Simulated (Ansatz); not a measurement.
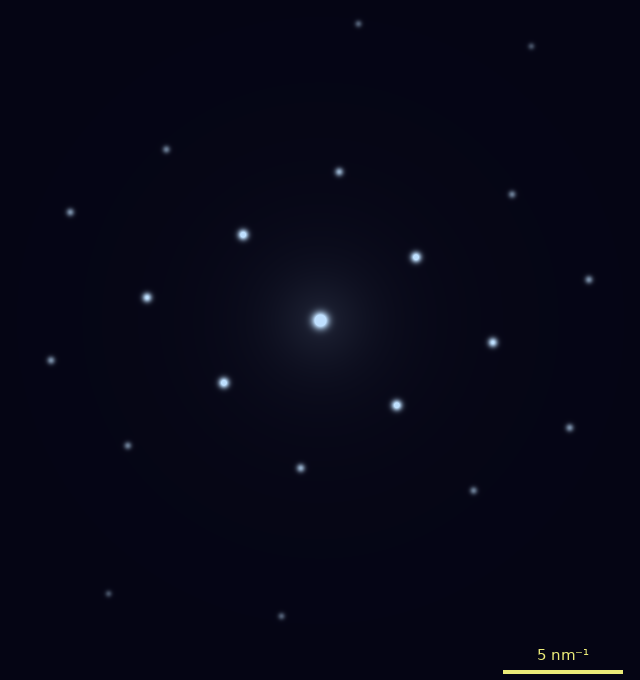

The pattern is a kinematic simulation for 200 kV electrons (no multiple scattering; isotropic B = 0.5 Å²).

**What net do the spots form, and what spacings does it show?**

The spots form a centred rectangular net with both shortest vectors at d = 2.07 Å, 81.2° apart.

**What is the point symmetry of the pattern, intensities included?**

2mm.

**Which crystal and zone produced it?**

This cannot be fixed from one zone alone; the pattern is [211] of Ru, space group P6_3/mmc (No. 194), a = 2.72 Å, c = 4.30 Å (hexagonal axes). The net vectors are 0 1 -1 and -1 1 1. Structure: the geometry relaxed with Ansatz, DFT PBE, scalar-relativistic, plane waves, PAW.
